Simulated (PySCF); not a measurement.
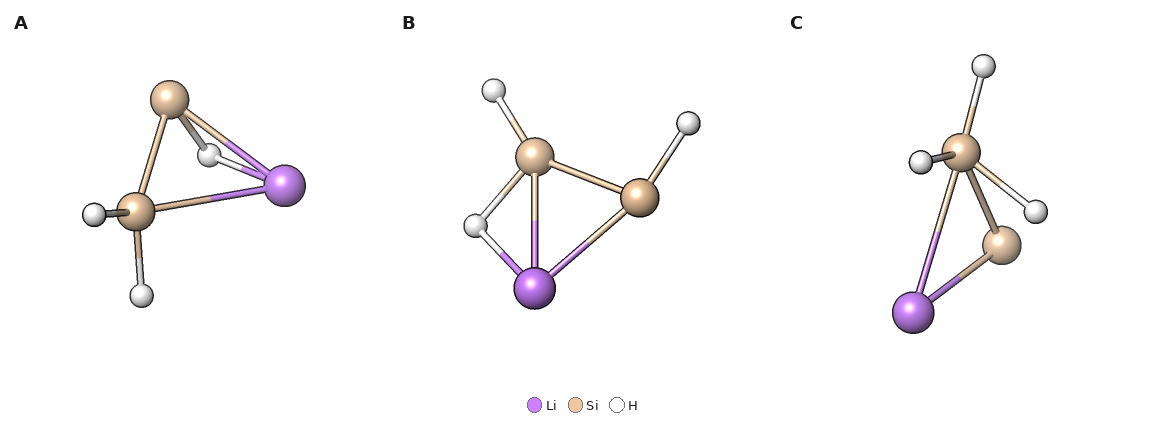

3 stationary structures of one formula. Geometries: PBE-D4/def2-SVP. Electronic energies: PBE-D4/def2-SVP (PySCF 2.14.0), without zero-point energy. No frequency run is at hand to confirm each as a minimum.

Question: Which is lowest in energy, and by how much?

Answer: B is lowest; A lies 0.028 eV above it (C1), C lies 0.904 eV above it (C1).
